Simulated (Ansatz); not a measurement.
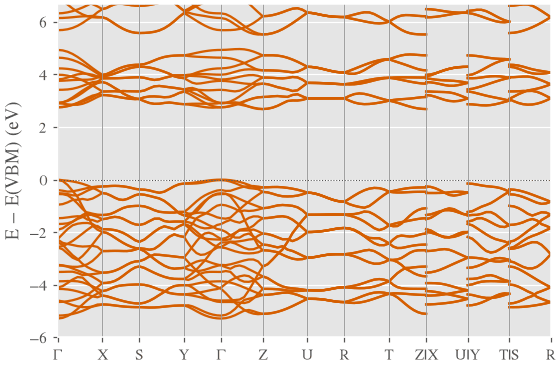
Figure. Band structure from LDA in the plane-wave PAW code Ansatz

The gap is 2.68 eV; an edge lies off the plotted path or next to a special point (maximum at Γ, minimum on the Γ–Z line, 97 % of the way from Γ).

Which of these materials gives this?
A. SnO2, Pbcn (Sn on 4c, O on 8d)
B. TiO2, Pbcn (Ti on 4c, O on 8d)
C. SnO, Pmn2_1 (Sn on 2a, O on 2a)
D. BaZrS3, Pnma (Ba on 4c, Zr on 4a, S on 4c, S on 8d)

B, TiO2, Pbcn (Ti on 4c, O on 8d)

This is a known high-pressure phase of the composition, computed here at zero pressure and temperature. Symmetry was held in the LDA relaxation; of distortions, only those at the zone centre were tested. No spin polarisation was allowed.

Potentials: the later of the program's two PAW sets.
